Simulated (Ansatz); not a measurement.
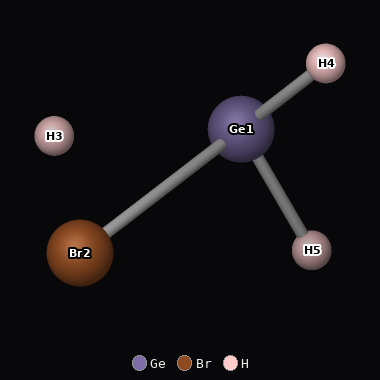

The system is the reacting system BrGeH₃ (fragments BrGeH₃ where the first distance is long, GeH₂ + BrH where the second is long); the picture shows the reference structure. The first coordinate is: distance Br2–H3 (bond that forms); the second: distance Ge1–H3 (bond that breaks). Relaxed at each point: all other coordinates. The scan uses a 9 × 9 grid. Points are written as (first, second). Energies are in kJ/mol, from the lowest grid point. The reference is spin-restricted, so regions where a bond is pulled apart into radicals lie too high. The calculation used RKS B3LYP-D4/def2-TZVP in Ansatz 0.2.0.

Its coordinates:

```xyz
5

Ge   -0.6527    0.4198    0.0572
Br    1.5828   -1.2234   -0.3683
H    -0.1901   -1.0077   -1.2468
H    -0.8566    0.0442    1.5494
H     0.1165    1.7671    0.0085
```

Range: distance Br2–H3 (bond that forms) from 1.359 to 2.559 Å; distance Ge1–H3 (bond that breaks) from 1.359 to 2.559 Å.

What will the energy surface look like?

Answer. The lowest grid point is at (2.559 Å, 1.448 Å). It lies at the edge of the scanned range, so the true minimum may lie outside. The highest grid point, (1.359 Å, 1.359 Å), lies 369 kJ/mol above the lowest. On the interpolated surface the lowest path from the side where the first distance is long, about (2.56 Å, 1.49 Å), to the side where the second distance is long, (1.448 Å, 2.559 Å), has its top at about (1.61 Å, 1.81 Å), about 176 kJ/mol above the start and 3.1 kJ/mol above the end.

| second ↓, first → | 1.359 | 1.448 | 1.571 | 1.711 | 1.864 | 2.026 | 2.197 | 2.375 | 2.559 |
| --- | --- | --- | --- | --- | --- | --- | --- | --- | --- |
| 2.559 | 178 | 170 | 186 | 221 | 266 | 310 | 344 | 344 | 316 |
| 2.375 | 182 | 172 | 183 | 214 | 253 | 288 | 308 | 290 | 259 |
| 2.197 | 186 | 173 | 179 | 203 | 234 | 259 | 258 | 230 | 198 |
| 2.026 | 192 | 175 | 175 | 191 | 212 | 221 | 202 | 169 | 136 |
| 1.864 | 203 | 181 | 173 | 179 | 186 | 179 | 148 | 112 | 79 |
| 1.711 | 224 | 195 | 177 | 171 | 164 | 140 | 102 | 65 | 32 |
| 1.571 | 258 | 222 | 194 | 174 | 151 | 115 | 73 | 35 | 3 |
| 1.448 | 310 | 266 | 227 | 195 | 159 | 114 | 70 | 31 | 0 |
| 1.359 | 369 | 320 | 272 | 230 | 184 | 135 | 89 | 50 | 20 |

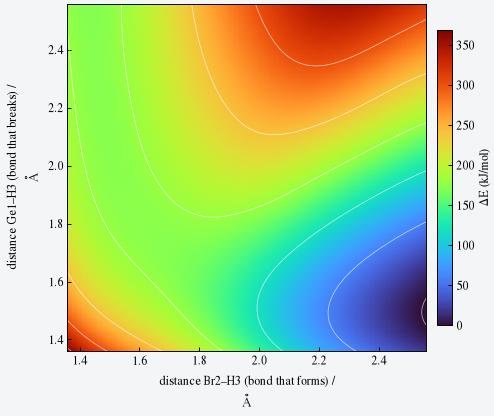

The picture shows a smooth colour map with a few white contour lines. Between grid points the surface is interpolated.

Each point was launched as `ansatz run input.yaml --threads 1 --pin off --max-ram 2560MiB --backend cpu --events-out ev --progress --plain --runs-dir out`. The whole map (81 points run) took 13 min on 1 thread of Arm Neoverse V2, on a shared host.
